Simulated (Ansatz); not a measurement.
Ca: Ca → Sc

Take Ca in the fcc (Cu type) structure (space group Fm-3m, No. 225; a = 5.568 Å) as the base.

One thing is altered: every Ca is replaced by Sc, then cell and atoms are relaxed.

All numbers come from DFT with r2SCAN, PAW potentials and a 500 eV plane-wave cutoff in Ansatz (an electronic-structure program), scalar-relativistic without spin-orbit coupling. k-mesh 17×17×17 (Γ-centred); smearing 0.05 eV (Fermi–Dirac), for the changed cell.

```tsv
quantity	base	changed	shift
volume per atom	43.17 Å³	25.11 Å³	-18.06 Å³
density	1.54 g/cm³	2.97 g/cm³	+1.43 g/cm³
lattice parameter a	5.568 Å	4.648 Å	-0.920 Å
space group	Fm-3m (No. 225)	Fm-3m (No. 225)	–
shortest interatomic distance	3.937 Å	3.287 Å	-0.6507 Å
band gap	zero	zero	–
```

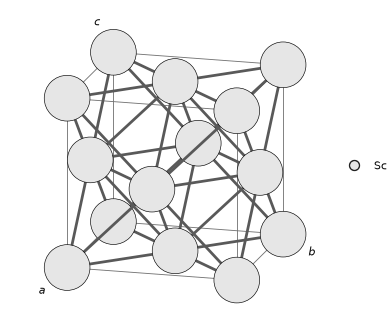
Figure. The relaxed conventional cell after the change

Cost of the whole job for the changed cell (relaxation, final SCF and bands): about 23 core-seconds (a rough figure).

Whether these cells are dynamically stable was not tested. The final runs are not spin-polarised. This is not the structure that Sc has at room temperature and ambient pressure.
